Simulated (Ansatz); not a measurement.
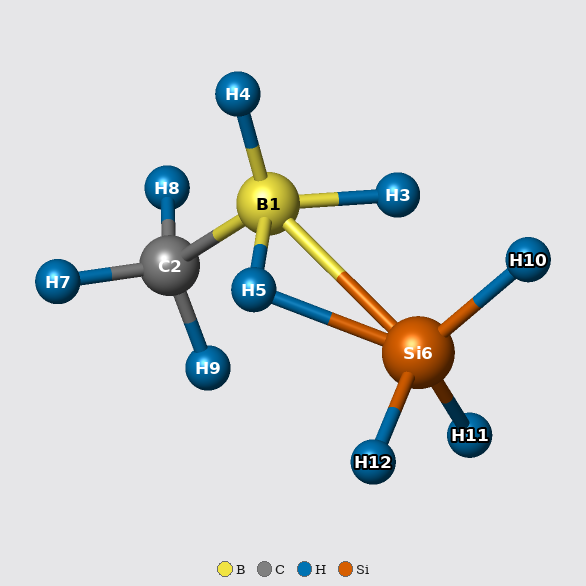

Harmonic vibrations computed with RKS PBE0-D4/def2-TZVP (Ansatz 0.2.0) at a stationary point of the same level.

### Is this a minimum or a saddle point?

A minimum: no imaginary frequency, and the lowest mode lies at 119 cm⁻¹.

### List the wavenumbers.

30 modes: 119, 168, 208, 328, 524, 575, 638, 727, 819, 867, 879, 960, 976, 1007, 1066, 1120, 1240, 1336, 1470, 1475, 1637, 2012, 2181, 2252, 2274, 2375, 2574, 3042, 3110, 3117 cm⁻¹.
